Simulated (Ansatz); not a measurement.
# Calculations on BPNH6Cl

Part 1: Relaxation

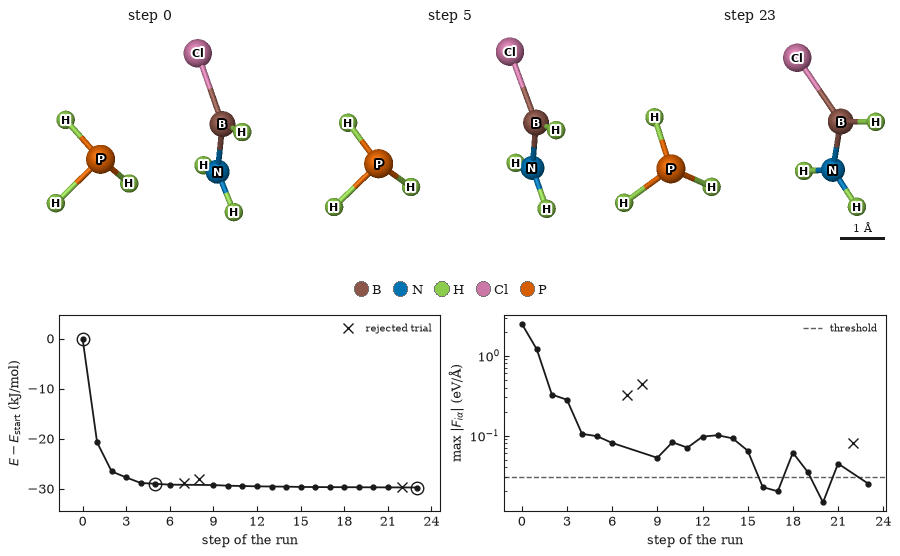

Frames of a relaxation of BPNH6Cl, marked on the history of the run. Style: ball-and-stick. Shown at a tilt.

The run prepares an end point of a later path (reaction) calculation, from a guessed geometry.

Method: RKS PBE0/6-31G* (Ansatz 0.2.0). Settings: no spin polarisation; force threshold 0.03 eV/Å; at most 50 steps.

Question: Describe the path.

Answer: The largest move after the best rigid fit is that of an H atom, 0.89 Å. Largest moves by element: H 0.89 Å, P 0.76 Å, B 0.47 Å, N 0.36 Å, Cl 0.10 Å. Near-neighbour distances that change, for instance: B–N 1.463 → 1.387 Å, B–Cl 1.769 → 1.776 Å, H–P 1.428 → 1.424 Å. After 20 accepted moves (23 points after the start) the energy has fallen by 29.7 kJ/mol. Largest force component: 2.5 eV/Å at the start, 0.025 eV/Å at the end. The line search rejected the trial steps at points 7, 8, 22 of the run. The forces were under the threshold at step 16, but the run went on from there. Cost: 110 s on 1 thread of Intel(R) Xeon(R) Platinum 8259CL CPU @ 2.50GHz (Skylake/Cascade Lake), on a shared host, peak memory 0.18 GiB. From step 0 to 5: the P atom moves most (0.56 Å), energy −29.0 kJ/mol. From step 5 to 23: an H atom moves most (0.55 Å), energy −0.74 kJ/mol.

Limits of the set-up: the start holds two separate molecules, 2.3 Å apart at their closest, whose relative position is a soft coordinate and is computed without a dispersion correction.

Part 2: Relaxation

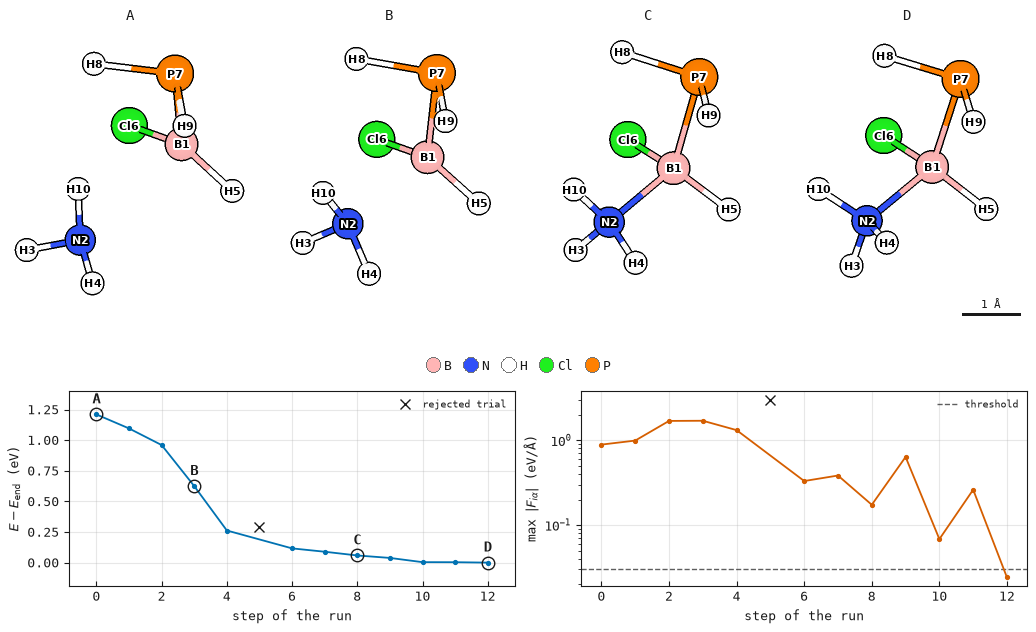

Frames of a relaxation of BPNH₆Cl, marked on the history of the run. Style: ball-and-stick. Shown from a free direction.

The run prepares an end point of a later path (reaction) calculation, from a guessed geometry.

The calculation used RKS PBE0/6-31G* (Ansatz).

Input file:
```yaml
crystal:
  periodic: [false, false, false]
  atoms:
    - { symbol: B, position_ang: [-0.216338, 0.6243, -0.413394] }
    - { symbol: "N", position_ang: [-0.149859, -0.113699, 2.220052] }
    - { symbol: H, position_ang: [-0.793496, -0.815151, 2.575311] }
    - { symbol: H, position_ang: [0.627551, -0.044331, 2.870595] }
    - { symbol: H, position_ang: [0.938354, 0.400078, -0.60372] }
    - { symbol: Cl, position_ang: [-1.394617, -0.52642, -1.032956] }
    - { symbol: P, position_ang: [-0.787192, 2.371162, 0.111877] }
    - { symbol: H, position_ang: [-1.901362, 2.055864, 0.931733] }
    - { symbol: H, position_ang: [0.145764, 2.624394, 1.148365] }
    - { symbol: H, position_ang: [-0.640006, 0.798204, 2.218838] }
basis:
  gaussian: { orbitals: "6-31G*" }
hamiltonian:
  xc: pbe0
relax:
  f_tol: 0.03
  max_steps: 50
output:
  orbitals: {}
```

Launched with:
```bash
ansatz run input.yaml --threads 1 --pin off --max-ram 2048MiB --backend cpu --events-out ev --progress --plain --runs-dir out
```

**What happens along the run?**

Over 11 accepted moves (12 points after the start) the energy falls by 1.210 eV. The largest force component goes from 0.89 to 0.024 eV/Å. The line search rejected the trial step at point 5 of the run. The atom that moves furthest after the best rigid fit is H3 (0.98 Å). By element the largest moves are H 0.98 Å, B 0.69 Å, Cl 0.50 Å, N 0.44 Å, P 0.18 Å. Some distances before and after: B1–N2 2.736 → 1.630 Å, B1–Cl6 1.760 → 1.857 Å, B1–P7 1.911 → 1.969 Å, N2–H10 1.035 → 1.021 Å. New bonds form, among them: B1–N2 (2.74 → 1.63 Å). Bond angles that change, for instance: H5–B1–P7 120.4° → 112.2°, Cl6–B1–P7 119.6° → 112.2°, H5–B1–Cl6 118.0° → 112.1°. From step 0 to 3: H4 moves most (0.48 Å), energy −0.585 eV. From step 3 to 8: B and H atoms move most (0.34 Å), energy −0.566 eV. From step 8 to 12: H10 moves most (0.47 Å), energy −0.058 eV.

Part 3: Path

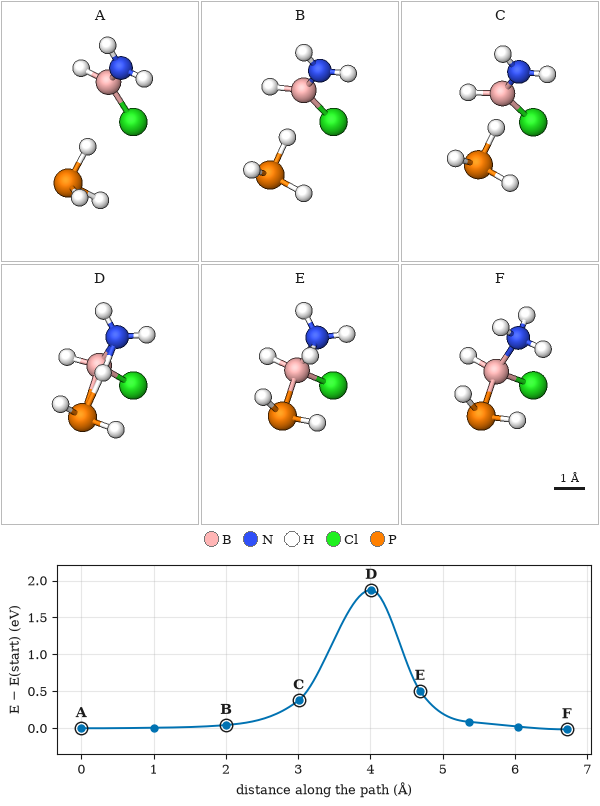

A nudged-elastic-band calculation for BPNH₆Cl, made up at the start of BNH3Cl and PH3. Images are numbered from 0 (start) to 8 (end). Frames A to F are images 0, 2, 3, 4, 5, 8. The picture is a ball-and-stick view, seen from a free direction.

Level of theory: RKS PBE0/6-31G* (Ansatz 0.2.0). Set-up: 7 movable images; climbing image; force threshold 0.05 eV/Å; iteration limit 25; starting path through a guess of the saddle point.

**Read off the barrier and say what moves.**

Breaking: H–P (1.42 → 3.12 Å). Forming: B–P (4.34 → 1.97 Å), H–N (3.16 → 1.02 Å). The energy climbs by 1.87 eV to image 4 and then falls by 1.89 eV, so the end point sits at −0.02 eV. The band converged in 18 iterations, with a climbing image at the top. At the top, the vibrational analysis gives one imaginary mode (1312i cm⁻¹), as a transition state must have.

Limits of the set-up: the start holds two separate molecules, 3.1 Å apart at their closest, whose relative position is a soft coordinate and is computed without a dispersion correction.

The run took 9.8 min on 1 thread of Intel(R) Xeon(R) Platinum 8259CL CPU @ 2.50GHz (Skylake/Cascade Lake), with other jobs on the host, peak memory 0.18 GiB.
